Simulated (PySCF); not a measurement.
C$_{6}$H$_{3}$F$_{3}$O (SMILES O=C(C=C1C=C1)C(F)(F)F)

```xyz
13

O    -2.4188    0.8478    1.4130
C    -1.4120    0.4264    0.8948
C    -0.1323    1.0750    0.8757
C     0.9636    0.5816    0.2921
C     2.3494    0.6875   -0.0514
C     1.6933   -0.4024   -0.4500
C    -1.4675   -0.9532    0.1676
F    -0.6059   -1.8435    0.7012
F    -1.1378   -0.8538   -1.1365
F    -2.6760   -1.5039    0.2208
H    -0.0935    2.0297    1.3804
H     3.2512    1.2489   -0.0088
H     1.6819   -1.3394   -0.9524
```

Geometry: GFN2-xTB, NEB image 0 of 0 to 8.

Computed with PBE0/pcSseg-1, SCF density, gas phase, non-relativistic (PySCF).

Question: What can the converged electron density and electron localisation function tell about the bonding?

Answer: C–O (1.21 Å): the density is about 3.3 e/Å³ at the midpoint; the ELF peaks at about 0.85 between the atoms (a short, multiple covalent bond).
C–F (1.33 Å): ρ is about 2.4 e/Å³ halfway; the ELF peaks at about 0.85 between the atoms; a shared but strongly polarised pair.
C–C (1.33 Å): ρ at the midpoint is about 2.2 e/Å³; the ELF peaks at about 0.85 between the atoms: a multiple bond.
C–H (1.06 Å): the density is about 2.1 e/Å³ at the midpoint; the ELF climbs to about 1 towards the hydrogen, as it does in any bond to H; a covalent bond by its length.

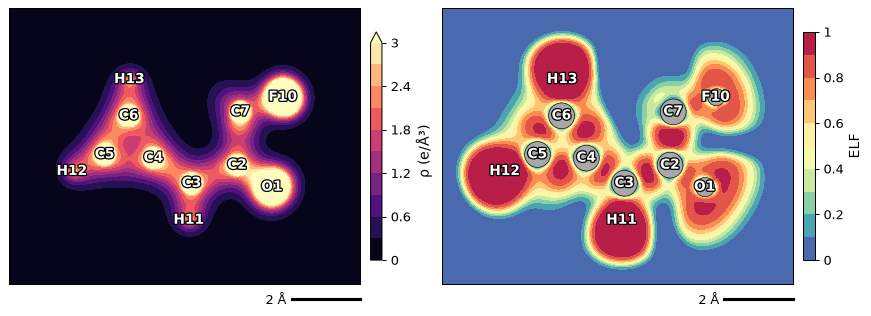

Computed electron density and electron localisation function on the plane of atoms C4, C6 and H13, in this order. Grey discs cover the atomic cores in the ELF map. 
